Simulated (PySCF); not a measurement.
**TaCl₂: rigid scans about the minimum**

How stiff is TaCl₂ (quartet) against rigid distortions? The scans start from its PBE0 minimum.

Program: PySCF 2.14.0. Level of theory: PBE0, basis Ta def2-SVP with ECP60, Cl def2-SVP, scalar-relativistic core potentials, no spin–orbit coupling, density fitting. These are calculated values, not measurements.

### 1 Starting geometry

3 atoms, charge 0, spin multiplicity 4.

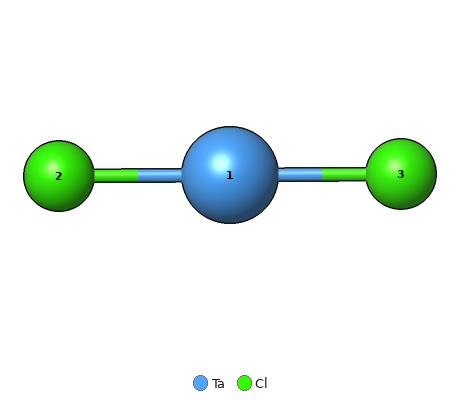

As it starts; tantalum blue, chlorine green; atoms are numbered from 1 in the order of the file.

Coordinates in bohr (charge 0 multiplicity 4):
```
Ta    0.0000    0.0000    0.0000
Cl    4.3585    0.0000    0.0000
Cl   -4.3585    0.0000    0.0000
```

### 2 Breathing scan

One driver script runs all scans and calls PySCF for each point, on a (75, 302) grid.

On the command line:

```console
OMP_NUM_THREADS=2 python axn.py task.json out
```

A rigid scan with PBE0: all bonds to the central atom are scaled together. Each point starts from its neighbour's orbitals, and energies count from the minimum.

```
scale of all bonds to the centre  energy (kJ/mol)  ⟨S²⟩
                            0.88            205.9  3.76
                            0.92             79.4  3.76
                            0.96             17.3  3.76
                            1.00              0.0  3.76
                            1.04             13.4  3.76
                            1.08             47.4  3.76
                            1.14            121.7  3.77
                            1.22            241.6  3.77
                            1.35            441.2  3.79
```

The scan took 9.1 s on 2 threads of INTEL XEON PLATINUM 8581C at 2.30GHz (Emerald Rapids), shared host.

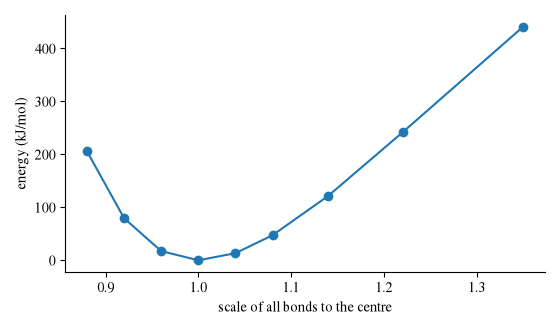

Energy along the scan.

### 3 Stretching one bond

A rigid scan with PBE0: the bond from Ta to the last atom (Cl) is scaled and the rest held.

```
scale of one bond  energy (kJ/mol)  dipole size (D)  ⟨S²⟩
             0.92             35.3             1.18  3.76
             0.96              7.7             0.59  3.76
             1.00              0.0             0.00  3.76
             1.05              9.1             0.71  3.76
             1.12             42.4             1.67  3.76
             1.20             94.6             2.72  3.77
             1.35            199.5             4.55  3.77
             1.55            320.6             6.61  3.79
             1.80            429.0             8.08  3.91
             2.20            487.3             4.34  4.42
```

The scan took 15 s.

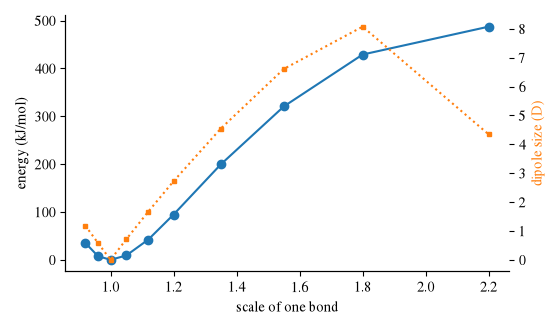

Energy (circles) and dipole moment (squares) along the scan.

⟨S²⟩ grows along the scan: the determinant mixes in higher spin as the pair uncouples.

### 4 Bending curve

A rigid scan with PBE0: the Cl–Ta–Cl angle changes, with bonds held.

```
bond angle (°)  energy (kJ/mol)  dipole size (D)  ⟨S²⟩
            80            164.5             4.27  3.76
            90            122.2             3.17  3.76
           100             88.3             2.47  3.76
           110             60.4             2.06  3.76
           120             38.2             1.75  3.76
           130             21.5             1.48  3.76
           140             10.3             1.22  3.76
           150              3.8             0.94  3.76
           160              1.0             0.65  3.76
           170              0.1             0.33  3.76
           180              0.0             0.00  3.76
```

The scan took 11 s.

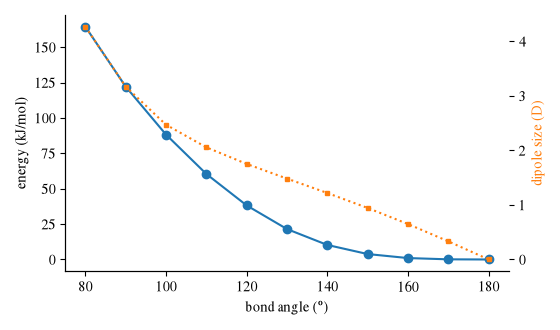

Energy (circles) and dipole moment (squares) along the scan.

### 5 What came out

| quantity | value |
| --- | --- |
| all bonds 4 % longer | 13.4 kJ/mol |
| one bond 20 % longer | 94.6 kJ/mol |

In words: Shortening all bonds by 4 % costs 17.3 kJ/mol and lengthening them 13.4: the wall is steeper on the short side. Open d and f shells are described by one determinant, and the ground state may have another occupation or spin. Spin–orbit coupling, left out here, can matter for elements this heavy.
